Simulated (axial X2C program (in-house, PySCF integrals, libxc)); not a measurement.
**ReB⁺: from the state search to constants**

Aim: find the lowest determinant of ReB⁺, scan the bond at several levels and fit the constants, once spin-free and once with spin–orbit coupling.

Program: an in-house X2C program for linear molecules on PySCF integrals. Level of theory: all-electron X2C, Re dyall-cv3z, B dyall-v3z. These are calculated values, not measurements.

**1. The job**

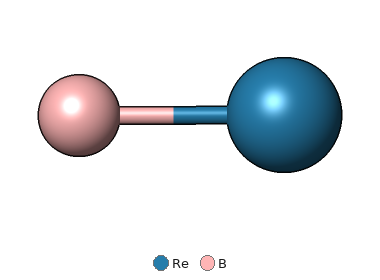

The two atoms at 2.160 Å (rhenium blue, boron pink).

The input, task.json:

```json
{"zs": [75, 5], "q": 1, "bas": ["dyall-cv3z", "dyall-v3z"], "levels": ["PBE0", "HF", "PBEsol"], "cc": true, "r0": 2.16, "thr": -2.0, "nmax": 90, "npts": 10, "nst": 2, "ntry": 6}
```

Keys: zs atomic numbers; q charge; bas basis sets; levels methods (HF also brings MP2); cc coupled cluster on or off; r0 starting distance in Å; thr threshold in hartree for freezing inner shells (an s shell follows its p shell); nmax most natural virtual spinors; npts points asked for on the curve; nst determinants followed; ntry starts of the search.

Command:

```
> python so2c.py task.json out
```

Spin-free means the one-electron spin-free X2C Hamiltonian; two-component (2c) means X2C with spin–orbit coupling and atomic mean-field two-electron Coulomb and Gaunt terms. Basis: Re dyall-cv3z contracted to [13s14p9d7f4g], B dyall-v3z contracted to [7s6p2d1f]; Gaussian nuclei, density fitting. Masses: Re 186.956 u, B 11.009 u.

Notation: σ, π±, δ± give the projection m of an orbital's angular momentum (0, ±1, ±2), α and β its spin, Λ and M_S the sums; ω is the projection of a spinor's total angular momentum and Ω the sum. Logs are in hartree.

The results follow Hamiltonian by Hamiltonian and level by level.

**2. Search for the lowest determinant**

PBE0 moves the distance from 2.160 Å to 1.966 Å and compares determinants there.

Spin-free determinants:

```json
{"ΔE (eV)": "0.00", "state": "M_S = 5/2, Λ = 1", "open shells": "beyond closed shells: 2 × σα, π+α, π+β, π-α, δ+α, δ-α"}
{"ΔE (eV)": "0.14", "state": "M_S = 3/2, Λ = 1", "open shells": "beyond closed shells: π+α, π+β, π-α, δ+α, δ-α"}
{"ΔE (eV)": "0.60", "state": "M_S = 3/2, Λ = 0", "open shells": "beyond closed shells: σα, δ+α, δ-α"}
{"ΔE (eV)": "0.81", "state": "M_S = 5/2, Λ = 0", "open shells": "beyond closed shells: σα, π+α, π-α, δ+α, δ-α"}
{"ΔE (eV)": "1.09", "state": "M_S = 3/2, Λ = 1", "open shells": "beyond closed shells: 2 × σα, π+α, π+β, π-β, δ+α, δ-α"}
{"ΔE (eV)": "1.22", "state": "M_S = 3/2, Λ = 2", "open shells": "beyond closed shells: 2 × σα, δ+α"}
{"ΔE (eV)": "1.91", "state": "M_S = 5/2, Λ = 2", "open shells": "beyond closed shells: 2 × σα, π+α, π-α, δ+α, δ+β, δ-α"}
```

Two-component determinants:

```csv
ΔE (eV),state,open shells
0.00,Ω = 7/2,"excess of +ω over −ω: 2 × ω = 1/2, ω = 5/2"
0.15,Ω = 5/2,excess of +ω over −ω: ω = 5/2
0.20,Ω = 3/2,"excess of +ω over −ω: ω = 1/2, ω = -3/2, ω = 5/2"
0.32,Ω = 1/2,"excess of +ω over −ω: ω = -1/2, ω = -3/2, ω = 5/2"
0.95,Ω = 1/2,"excess of +ω over −ω: 2 × ω = -1/2, ω = 3/2"
1.11,Ω = 1/2,"excess of +ω over −ω: 2 × ω = 1/2, 2 × ω = -3/2, ω = 5/2"
1.32,Ω = 1/2,excess of +ω over −ω: ω = 1/2
```

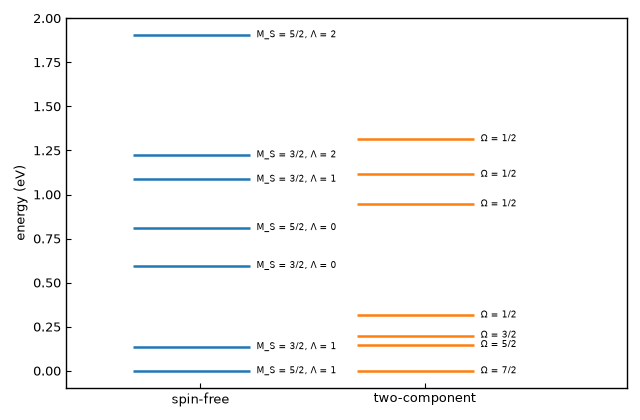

The determinants found, each set from its own lowest.

**3. PBE0, spin-free**

State followed: M_S = 5/2, Λ = 1 (beyond closed shells: 2 × σα, π+α, π+β, π-α, δ+α, δ-α). The scan is laid around 1.966 Å, a first estimate of the minimum, and this SCF restarts from the orbitals of the search.

Output at 1.966 Å:

```text
spin-free X2C-1e  PBE0
basis functions 227  fitting functions 1157  grid points 5077
iter        total energy     max residual
   1     -16717.986390931     4.05e-05
   2     -16717.986390942     2.74e-05
   3     -16717.986390945     6.72e-06
converged
one-electron -23114.35381034  Coulomb 6635.72328414  exact exchange -83.75144478  xc functional -256.54107006  nuclear repulsion 100.93665010
```

Along the bond, energies from the lowest point:

| R (Å) | E (eV) | μ (D) | HOMO (eV) | LUMO (eV) | iterations |
| --- | --- | --- | --- | --- | --- |
| 1.848 | 0.1495 | 0.30 | -13.14 | -10.76 | 36 |
| 1.907 | 0.0309 | 0.43 | -13.02 | -10.54 | 33 |
| 1.966 | 0.0000 | 0.57 | -12.77 | -10.33 | 3 |
| 2.035 | 0.0461 | 0.74 | -12.51 | -10.12 | 38 |
| 2.104 | 0.1555 | 0.91 | -12.26 | -9.93 | 37 |
| 2.192 | 0.3552 | 1.12 | -11.98 | -9.71 | 43 |

Dipoles are positive if B is the positive end and refer to the centre of mass.

Outer orbitals at the reference distance:

```csv
symmetry,occupied,ε (eV),atomic character
σα,yes,-19.06,"47% B s, 27% Re d, 13% Re s"
σβ,yes,-17.93,"46% B s, 21% Re d, 14% Re s"
π-α,yes,-14.76,"82% Re d, 14% B p, 2% B d"
π+α,yes,-14.76,"82% Re d, 14% B p, 2% B d"
σα,yes,-14.56,"54% Re d, 17% B p, 14% B s"
δ+α,yes,-14.44,99% Re d
δ-α,yes,-14.44,99% Re d
σα,yes,-13.22,"43% B p, 38% Re s, 6% Re p"
π+β,yes,-12.77,"65% Re d, 29% B p, 3% B d"
π-β,no,-10.33,"61% Re d, 33% B p, 2% B d"
σβ,no,-9.31,"43% Re d, 26% B p, 17% B s"
σβ,no,-8.60,"50% Re s, 20% B p, 14% Re d"
π+α,no,-8.26,"51% B p, 32% Re p, 12% Re d"
```

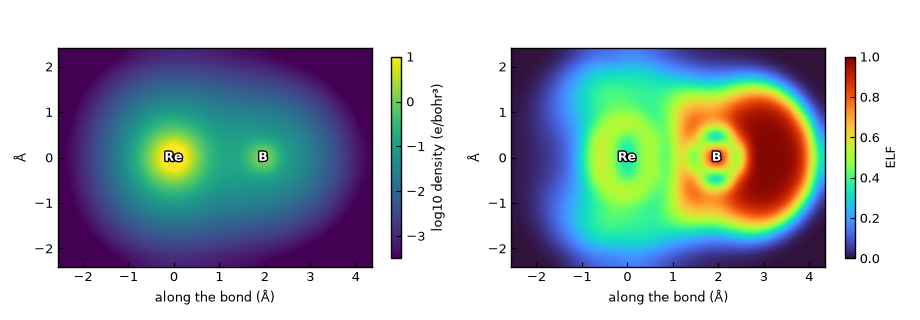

PBE0 fields in a plane through the axis, from a grid of 0.3 Å; Re lies at z = 0 and B at z = 1.966 Å; the ELF is damped to zero where the density is low.

Re = 1.961 Å, ωe = 712 cm⁻¹, Be = 0.4215 cm⁻¹, De = 2.58 eV, μ = 0.56 D.

**4. HF, spin-free**

Output at 1.966 Å:

```text
spin-free X2C-1e  HF
basis functions 227  fitting functions 1157  grid points 5077
iter        total energy     max residual
   1     -16712.699655217     1.09e+00
   2     -16712.742470293     2.06e-02
   3     -16712.745848365     1.54e-01
   4     -16712.749210292     5.05e-02
   5     -16712.750944752     2.06e-02
   6     -16712.752141632     4.41e-02
   7     -16712.753016507     3.55e-02
   8     -16712.753703133     6.35e-03
   9     -16712.753983450     1.06e-02
  10     -16712.754070720     7.89e-03
  11     -16712.754097929     8.26e-04
  12     -16712.754100940     5.40e-04
  13     -16712.754101396     3.03e-04
  14     -16712.754101471     4.00e-05
  15     -16712.754101489     5.19e-05
  16     -16712.754101492     2.78e-05
  17     -16712.754101493     1.81e-06
converged
one-electron -23115.99060565  Coulomb 6637.58504611  exact exchange -335.28519205  xc functional 0.00000000  nuclear repulsion 100.93665010
```

No constants are quoted: the lowest point is the long end of the scan.

**5. PBEsol, spin-free**

The SCF at the reference distance of 1.966 Å:

```text
spin-free X2C-1e  PBEsol
basis functions 227  fitting functions 1157  grid points 5077
iter        total energy     max residual
   1     -16712.879995821     7.63e-01
   2     -16712.887088680     2.01e-02
   3     -16712.888676885     9.97e-02
   4     -16712.889148435     8.20e-02
   5     -16712.889278276     2.35e-02
   6     -16712.889296545     2.32e-03
   7     -16712.889297511     2.54e-03
   8     -16712.889297952     5.93e-04
   9     -16712.889297975     3.30e-04
  10     -16712.889297984     5.60e-06
converged
one-electron -23111.88951391  Coulomb 6633.12875955  exact exchange 0.00000000  xc functional -335.06519373  nuclear repulsion 100.93665010
```

Re = 1.948 Å, ωe = 743 cm⁻¹, Be = 0.4272 cm⁻¹, De = 3.43 eV, μ = 0.80 D.

**6. Correlated methods, spin-free**

Correlated methods: 9 electrons correlated (frozen shells, counted by type: Re 5 s, 4 p, 2 d, 1 f; B 1 s), 293 virtual spinors in MP2, 90 natural virtuals in coupled cluster.

Output of the correlated part at 1.966 Å:

```text
correlated 9  virtual 293  natural virtual 90  E(MP2) -0.176247581  MP2 remainder -0.005871611
iter   CCSD correlation   residual
   1     -0.182239189   1.35e-01
   2     -0.192460427   7.84e-02
   3     -0.198361006   4.55e-02
   4     -0.200504858   2.18e-02
   5     -0.201236210   9.00e-03
   6     -0.201378684   4.46e-03
   7     -0.201460497   2.15e-03
   8     -0.201480608   9.74e-04
   9     -0.201485863   4.40e-04
  10     -0.201486938   1.79e-04
  11     -0.201487067   7.58e-05
  12     -0.201488234   3.64e-05
  13     -0.201489147   1.90e-05
  14     -0.201489799   8.64e-06
  15     -0.201490025   3.88e-06
  16     -0.201490159   2.05e-06
  17     -0.201490187   9.97e-07
  18     -0.201490204   5.62e-07
(T) -0.010627917  T1 0.0900  D1 0.1875  max T2 0.083
```

T1 in the output is the amplitude norm over the root of the electron number; divide by √2 for the Lee–Taylor value.

MP2: No constants are quoted: the reference is strongly spin-contaminated.

CCSD: Re = 1.976 Å, ωe = 693 cm⁻¹, Be = 0.4152 cm⁻¹, De = 1.76 eV. T1 at Re = 0.064 (Lee–Taylor, the printed value over √2).

CCSD(T): Re = 1.970 Å, ωe = 704 cm⁻¹, ωexe = 4.56 cm⁻¹, Be = 0.4179 cm⁻¹, De = 1.98 eV. T1 at Re = 0.064 (Lee–Taylor, the printed value over √2).

**7. A higher determinant, spin-free**

State: M_S = 3/2, Λ = 1 (beyond closed shells: π+α, π+β, π-α, δ+α, δ-α).

Output at the reference distance:

```text
spin-free X2C-1e  PBE0
basis functions 227  fitting functions 1157  grid points 5077
iter        total energy     max residual
   1     -16717.981363044     2.17e-05
   2     -16717.981363049     9.30e-06
converged
one-electron -23115.36351134  Coulomb 6636.75589837  exact exchange -83.75530153  xc functional -256.55509865  nuclear repulsion 100.93665010
```

| R (Å) | E above the lowest PBE0 point (eV) |
| --- | --- |
| 1.848 | 0.162 |
| 1.907 | 0.112 |
| 1.966 | 0.137 |
| 2.035 | 0.237 |
| 2.104 | 0.393 |
| 2.192 | 0.648 |

Re = 1.914 Å, ωe = 736 cm⁻¹, ωexe = 3.42 cm⁻¹, Be = 0.4424 cm⁻¹, μ = -0.12 D. ⟨S²⟩ = 4.73 against 3.75 for a pure state, so this determinant mixes spins. Te = 0.11 eV.

**8. The spin-free curves together**

Energy (eV) of the followed determinant, spin-free, from each level's lowest point:

| R (Å) | PBE0 | HF | MP2 (spin-contaminated) | CCSD | CCSD(T) | PBEsol |
| --- | --- | --- | --- | --- | --- | --- |
| 1.848 | 0.150 | 0.583 | 0.042 | 0.186 | 0.173 | 0.121 |
| 1.907 | 0.031 | 0.334 | 0.000 | 0.048 | 0.041 | 0.016 |
| 1.966 | 0.000 | 0.168 | 0.029 | 0.000 | 0.000 | 0.000 |
| 2.035 | 0.046 | 0.055 | 0.127 | 0.028 | 0.036 | 0.066 |
| 2.104 | 0.155 | 0.005 | 0.269 | 0.120 | 0.136 | 0.196 |
| 2.192 | 0.355 | 0.000 | 0.486 | 0.299 | 0.326 | 0.426 |

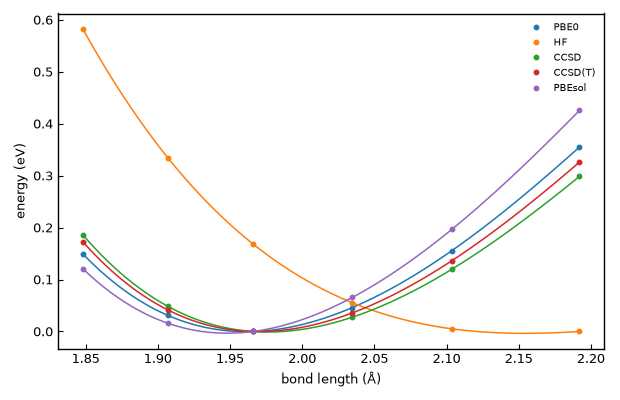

Curves of the followed state, spin-free, each from its own lowest point. Left out: MP2.

**9. PBE0, 2c**

State followed: Ω = 7/2 (excess of +ω over −ω: 2 × ω = 1/2, ω = 5/2). The scan is laid around 1.966 Å, a first estimate of the minimum, and this SCF restarts from the orbitals of the search.

The SCF at the reference distance of 1.966 Å:

```text
two-component X2C + atomic mean field  PBE0
basis functions 227  fitting functions 1157  grid points 5077
iter        total energy     max residual
   1     -16717.294662916     8.38e-05
   2     -16717.294662922     3.38e-05
   3     -16717.294662928     5.02e-05
   4     -16717.294662930     4.26e-05
   5     -16717.294662931     5.75e-06
converged
one-electron -23096.43951265  Coulomb 6633.12848692  exact exchange -83.72337788  xc functional -256.50537481  nuclear repulsion 100.93665010  atomic mean-field constant -14.69153461
```

Along the bond, energies from the lowest point:

| R (Å) | E (eV) | μ (D) | HOMO (eV) | LUMO (eV) | iterations |
| --- | --- | --- | --- | --- | --- |
| 1.848 | 0.1440 | 0.32 | -13.11 | -10.64 | 39 |
| 1.907 | 0.0288 | 0.45 | -13.06 | -10.42 | 38 |
| 1.966 | 0.0000 | 0.60 | -12.84 | -10.22 | 5 |
| 2.035 | 0.0475 | 0.77 | -12.58 | -10.01 | 39 |
| 2.104 | 0.1578 | 0.95 | -12.34 | -9.82 | 41 |
| 2.192 | 0.3585 | 1.18 | -12.05 | -9.61 | 46 |

Dipoles are positive if B is the positive end and refer to the centre of mass.

Outer spinors at the reference distance:

```tsv
ω	occupied	ε (eV)	atomic character	λ mixture
1/2	yes	-19.06	47% B s, 27% Re d, 13% Re s	100% σ
-1/2	yes	-17.94	46% B s, 22% Re d, 14% Re s	100% σ
-1/2	yes	-14.87	82% Re d, 14% B p, 2% B d	98% π, 2% σ
-3/2	yes	-14.80	99% Re d	98% δ, 2% π
3/2	yes	-14.58	81% Re d, 15% B p, 2% B d	99% π, 1% δ
1/2	yes	-14.58	55% Re d, 17% B p, 14% B s	97% σ, 3% π
5/2	yes	-14.04	99% Re d	100% δ
1/2	yes	-13.22	44% B p, 36% Re s, 7% Re d	96% σ, 4% π
1/2	yes	-12.84	64% Re d, 27% B p, 3% Re s	93% π, 7% σ
-3/2	no	-10.22	60% Re d, 34% B p, 2% B d	98% π, 2% δ
-1/2	no	-9.31	42% Re d, 27% B p, 16% B s	96% σ, 4% π
-1/2	no	-8.62	50% Re s, 20% B p, 14% Re d	99% σ, 1% π
3/2	no	-8.60	86% Re d, 9% B p, 3% Re p	86% δ, 14% π
```

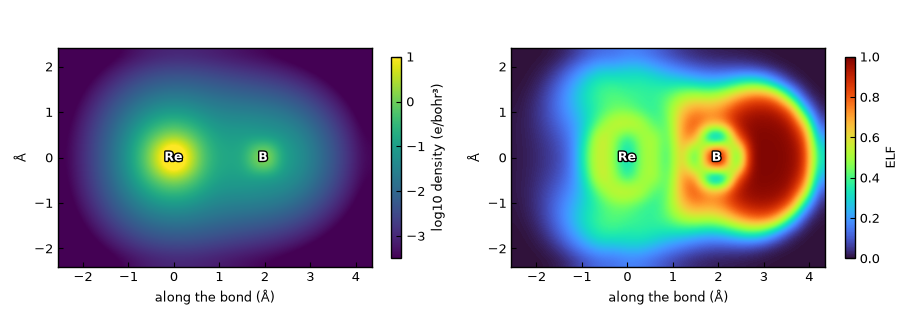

PBE0 fields in a plane through the axis, from a grid of 0.3 Å; Re lies at z = 0 and B at z = 1.966 Å; the ELF is damped to zero where the density is low.

Re = 1.960 Å, ωe = 710 cm⁻¹, Be = 0.4221 cm⁻¹, De = 2.66 eV, μ = 0.58 D.

**10. HF, 2c**

Output at 1.966 Å:

```text
two-component X2C + atomic mean field  HF
basis functions 227  fitting functions 1157  grid points 5077
iter        total energy     max residual
   1     -16711.959421755     1.09e+00
   2     -16712.002452542     2.22e-02
   3     -16712.005741017     1.53e-01
   4     -16712.009054272     4.85e-02
   5     -16712.010670620     1.92e-02
   6     -16712.011866743     4.36e-02
   7     -16712.012777572     3.67e-02
   8     -16712.013567505     8.48e-03
   9     -16712.013958572     1.17e-02
  10     -16712.014088046     9.58e-03
  11     -16712.014133280     1.49e-03
  12     -16712.014140168     7.89e-04
  13     -16712.014142358     7.66e-04
  14     -16712.014143684     2.10e-04
  15     -16712.014144687     2.62e-04
  16     -16712.014145196     3.26e-04
  17     -16712.014145382     1.22e-04
  18     -16712.014145437     2.38e-05
  19     -16712.014145453     4.75e-05
  20     -16712.014145458     2.16e-05
  21     -16712.014145460     4.67e-06
  22     -16712.014145461     1.17e-05
  23     -16712.014145461     8.41e-06
  24     -16712.014145461     2.15e-06
converged
one-electron -23098.04755328  Coulomb 6634.96126974  exact exchange -335.17297741  xc functional 0.00000000  nuclear repulsion 100.93665010  atomic mean-field constant -14.69153461
```

No constants are quoted: too few points lie around the minimum for a second fit to confirm the first.

**11. PBEsol, 2c**

The SCF at the reference distance of 1.966 Å:

```text
two-component X2C + atomic mean field  PBEsol
basis functions 227  fitting functions 1157  grid points 5077
iter        total energy     max residual
   1     -16712.207989370     7.61e-01
   2     -16712.215022450     2.03e-02
   3     -16712.216642604     1.02e-01
   4     -16712.217139975     8.40e-02
   5     -16712.217274135     2.42e-02
   6     -16712.217294060     2.74e-03
   7     -16712.217295489     2.92e-03
   8     -16712.217296080     8.16e-04
   9     -16712.217296126     3.94e-04
  10     -16712.217296140     4.67e-05
  11     -16712.217296141     9.46e-06
converged
one-electron -23093.96185018  Coulomb 6630.52063041  exact exchange 0.00000000  xc functional -335.02119187  nuclear repulsion 100.93665010  atomic mean-field constant -14.69153461
```

Re = 1.946 Å, ωe = 739 cm⁻¹, Be = 0.428 cm⁻¹, De = 3.52 eV, μ = 0.81 D.

**12. Correlated methods, 2c**

Correlated methods: 9 electrons correlated (frozen shells, counted by type: Re 5 s, 4 p, 2 d, 1 f; B 1 s), 293 virtual spinors in MP2, 90 natural virtuals in coupled cluster.

Output of the correlated part at 1.966 Å:

```text
correlated 9  virtual 293  natural virtual 90  E(MP2) -0.177361481  MP2 remainder -0.006090780
iter   CCSD correlation   residual
   1     -0.182970860   1.34e-01
   2     -0.193071479   7.79e-02
   3     -0.198890746   4.54e-02
   4     -0.201058855   2.20e-02
   5     -0.201794029   9.10e-03
   6     -0.201937694   4.51e-03
   7     -0.202020569   2.17e-03
   8     -0.202039946   9.80e-04
   9     -0.202044985   4.39e-04
  10     -0.202046076   1.85e-04
  11     -0.202045973   8.59e-05
  12     -0.202047053   4.62e-05
  13     -0.202047942   2.66e-05
  14     -0.202048734   1.38e-05
  15     -0.202049036   7.13e-06
  16     -0.202049216   4.07e-06
  17     -0.202049237   2.02e-06
  18     -0.202049245   1.01e-06
(T) -0.010672650  T1 0.0903  D1 0.1879  max T2 0.086
```

MP2: No constants are quoted: the reference is strongly spin-contaminated.

CCSD: Re = 1.974 Å, ωe = 693 cm⁻¹, ωexe = 3.67 cm⁻¹, Be = 0.4159 cm⁻¹, De = 1.82 eV. T1 at Re = 0.064 (Lee–Taylor, the printed value over √2).

CCSD(T): Re = 1.968 Å, ωe = 703 cm⁻¹, Be = 0.4186 cm⁻¹, De = 2.03 eV. T1 at Re = 0.064 (Lee–Taylor, the printed value over √2).

**13. A higher determinant, 2c**

State: Ω = 5/2 (excess of +ω over −ω: ω = 5/2).

Output at the reference distance:

```text
two-component X2C + atomic mean field  PBE0
basis functions 227  fitting functions 1157  grid points 5077
iter        total energy     max residual
   1     -16717.289194081     3.93e-05
   2     -16717.289194082     1.28e-05
converged
one-electron -23097.41586553  Coulomb 6634.12665877  exact exchange -83.72676629  xc functional -256.51833652  nuclear repulsion 100.93665010  atomic mean-field constant -14.69153461
```

| R (Å) | E above the lowest PBE0 point (eV) |
| --- | --- |
| 1.848 | 0.171 |
| 1.907 | 0.124 |
| 1.966 | 0.149 |
| 2.035 | 0.246 |
| 2.104 | 0.395 |
| 2.192 | 0.603 |

No constants are quoted: the points don't follow one smooth fit.

**14. The 2c curves together**

Energy (eV) of the followed determinant, 2c, from each level's lowest point:

| R (Å) | PBE0 | HF | MP2 (spin-contaminated) | CCSD | CCSD(T) | PBEsol |
| --- | --- | --- | --- | --- | --- | --- |
| 1.848 | 0.144 | 0.551 | 0.040 | 0.181 | 0.167 | 0.114 |
| 1.907 | 0.029 | 0.308 | 0.000 | 0.046 | 0.039 | 0.013 |
| 1.966 | 0.000 | 0.149 | 0.032 | 0.000 | 0.000 | 0.000 |
| 2.035 | 0.048 | 0.043 | 0.133 | 0.030 | 0.038 | 0.067 |
| 2.104 | 0.158 | 0.000 | 0.281 | 0.125 | 0.141 | 0.198 |
| 2.192 | 0.358 | 0.004 | 0.507 | 0.311 | 0.339 | 0.427 |

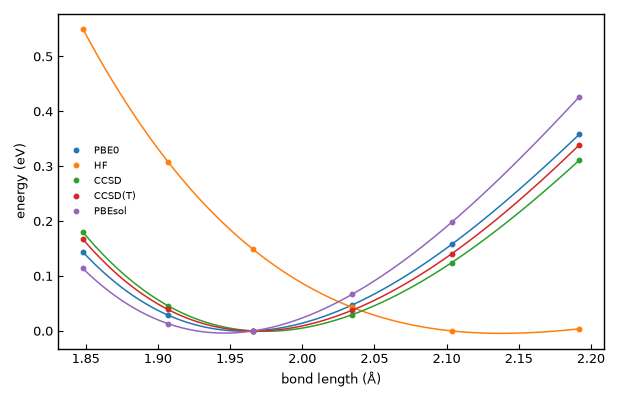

Curves of the followed state, 2c, each from its own lowest point. Left out: MP2.

The whole job took 4.4 min on 1 thread of Arm Neoverse V1, shared host; peak memory 0.65 GiB.

**15. Results**

Lowest determinant that the search found at its distance, spin-free: M_S = 5/2, Λ = 1 (beyond closed shells: 2 × σα, π+α, π+β, π-α, δ+α, δ-α).

Lowest determinant that the search found at its distance, 2c: Ω = 7/2 (excess of +ω over −ω: 2 × ω = 1/2, ω = 5/2).

```csv
Hamiltonian,level,Re (Å),ωe (cm⁻¹),De (eV),μ (D)
spin-free,PBE0,1.961,712,2.58,0.56
spin-free,CCSD,1.976,693,1.76,n/a
spin-free,CCSD(T),1.970,704,1.98,n/a
spin-free,PBEsol,1.948,743,3.43,0.80
2c,PBE0,1.960,710,2.66,0.58
2c,CCSD,1.974,693,1.82,n/a
2c,CCSD(T),1.968,703,2.03,n/a
2c,PBEsol,1.946,739,3.52,0.81
```

Dipoles are positive if B is the positive end and refer to the centre of mass. No constants: spin-free HF (the lowest point is the long end of the scan); spin-free MP2 (the reference is strongly spin-contaminated); 2c HF (too few points lie around the minimum for a second fit to confirm the first); 2c MP2 (the reference is strongly spin-contaminated).

Time per point (s) on 1 thread of Arm Neoverse V1, shared host (2c runs; CCSD comes with the CCSD(T) run); the times are rough: PBE0 3.1, CCSD(T) 6.3, PBEsol 1.1.

In words: At CCSD(T), going from spin-free to two-component changes Re by -2 mÅ, ωe by -0.2 %; the spin-free picture holds up (part of it comes from the scalar share of the two-electron terms). De moves by +0.06 eV; both De rest on single-determinant atoms, which can miss part of an open shell's spin–orbit lowering.

De refers to Re+ + B, each in the lowest determinant found, which need not be this curve's own limit. The state is a single determinant with fixed occupations, the lowest that a limited PBE0 search found. De is counted from the lowest determinant-based energies of the atoms at the same level, without counterpoise correction. Density functionals use the spin component along the axis (collinear). Coupled cluster ran in a truncated set of natural virtual spinors; the MP2 energy of the rest was added. With several unpaired electrons one determinant need not be a pure state. The spin-free determinant is spin-contaminated at some levels. T1 at Re is 0.064 (Lee–Taylor), above the customary mark of 0.02.
